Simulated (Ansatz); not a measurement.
Input file:

```
crystal:
  lattice:
    - [7.3257404072, 0.0, 0.0]
    - [-3.6628702036, 6.3442772942, 0.0]
    - [0.0, 0.0, 2.5818997678]
  atoms:
    - { symbol: Si, position: [0.3025293473, 0.4483926229, 0.0] }
    - { symbol: Si, position: [0.4483926229, 0.1458632755, 0.0] }
    - { symbol: Si, position: [0.8541367245, 0.3025293473, 0.0] }
    - { symbol: Si, position: [0.5516073771, 0.8541367245, 0.0] }
    - { symbol: Si, position: [0.6974706527, 0.5516073771, 0.0] }
    - { symbol: Si, position: [0.1458632755, 0.6974706527, 0.0] }
    - { symbol: Sn, position: [0.0, 0.0, 0.0] }
basis:
  ecutwfc: 420
kpoints:
  mp_grid: { grid: [6, 6, 12] }
hamiltonian:
  xc: pbe
scf:
  occupations: { method: gaussian, width: 0.1 }
output:
  forces: true
  stress: true
  eigenvalues: true
  write_density: true
  write_potential: true
  elf: true
  volumetric_format: npy
relax:
  adjacent_minimum: "off"
  f_tol: 0.01
  max_steps: 80
  cell: { stress_tol: 0.05 }
```

Run with:

```sh
ansatz run input.yaml --threads 1 --pin off --max-ram 2560MiB --backend cpu --events-out ev --progress --plain --runs-dir out
```

Below, planes, directions and counts refer to the conventional cell (a = 7.32 Å, b = 7.32 Å, c = 2.62 Å, α = 90.00°, β = 90.00°, γ = 120.00°).

The fields are those of the run's last geometry, not of the input's.

Space group P6/m; a generated structure, not necessarily the stable one.

The calculation used DFT PBE, scalar-relativistic, plane waves, PAW in Ansatz.

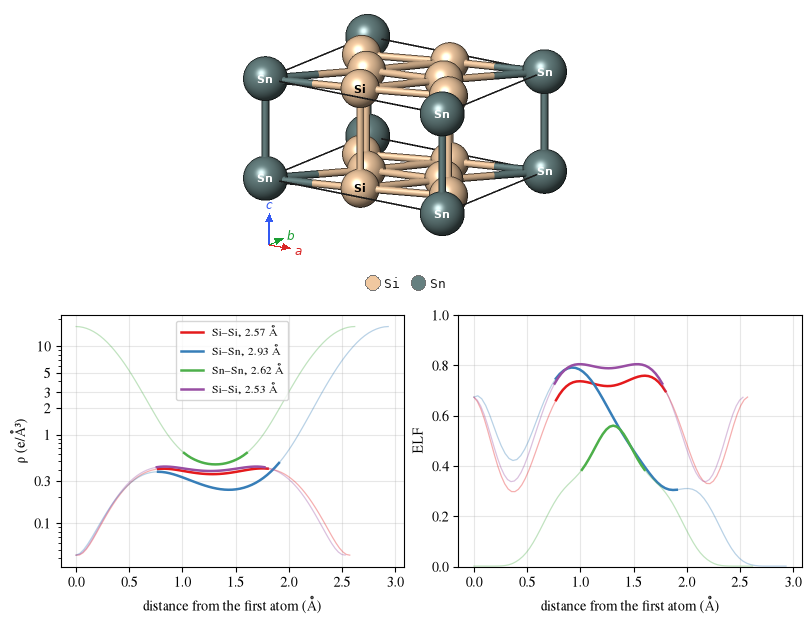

Si$_{6}$Sn. Valence electron density and ELF along straight lines between neighbouring atoms. Thin, pale parts lie inside the atomic spheres. The structure is drawn too.

In a PAW calculation such maps are meaningful between the atoms, not at the nuclei.

> Compare the contacts.

Si–Si (2.57 Å): the density is about 0.36 e/Å³ at the midpoint; the ELF peaks at about 0.75 between the atoms.
Si–Sn (2.93 Å): ρ is about 0.24 e/Å³ halfway; the ELF peaks at about 0.80 in the valence shell of Si, 0.9 Å from its nucleus, and is about 0.50 at the midpoint.
Sn–Sn (2.62 Å): ρ is about 0.46 e/Å³ halfway; the ELF reaches about 0.55 near the midpoint.
Si–Si (2.53 Å): ρ is about 0.39 e/Å³ halfway; the ELF peaks at about 0.80 between the atoms.
